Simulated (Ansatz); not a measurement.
The figure comes from a scan of ZnO (wurtzite): a phonon pattern at A = (0.0, 0.0, 0.5) is frozen into a 8-atom cell, Q being the largest atomic displacement. These are PBE (plane waves to 420 eV, PAW, scalar-relativistic; Ansatz, a first-principles code) values and carry that method's errors. k mesh 12×12×3 (Γ-centred), Fermi-Dirac smearing 0.05 eV. Energies are smeared free energies. ZnO was relaxed with its symmetry unable to fall. The zero of ΔE is the undisplaced structure.

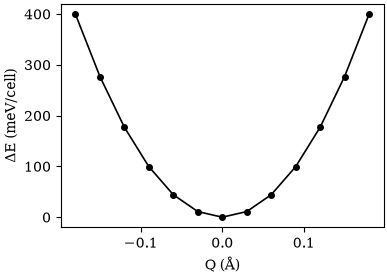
Fig. 1. ΔE (meV/cell) against Q (Å); one marker a computed point.

**Question.** Turn the plot into a table (rounded to what can be read).

**Answer.** To the nearest 5:

```json
[
 {"Q (Å)": "-0.180", "ΔE (meV/cell)": "400"},
 {"Q (Å)": "-0.150", "ΔE (meV/cell)": "275"},
 {"Q (Å)": "-0.120", "ΔE (meV/cell)": "175"},
 {"Q (Å)": "-0.090", "ΔE (meV/cell)": "100"},
 {"Q (Å)": "-0.060", "ΔE (meV/cell)": "45"},
 {"Q (Å)": "-0.030", "ΔE (meV/cell)": "10"},
 {"Q (Å)": "0.000", "ΔE (meV/cell)": "0"},
 {"Q (Å)": "0.030", "ΔE (meV/cell)": "10"},
 {"Q (Å)": "0.060", "ΔE (meV/cell)": "45"},
 {"Q (Å)": "0.090", "ΔE (meV/cell)": "100"},
 {"Q (Å)": "0.120", "ΔE (meV/cell)": "175"},
 {"Q (Å)": "0.150", "ΔE (meV/cell)": "275"},
 {"Q (Å)": "0.180", "ΔE (meV/cell)": "400"}
]
```

(A displaced cell: forces are minus the slopes of the energy, force constants its curvatures, and phonons follow from these.)
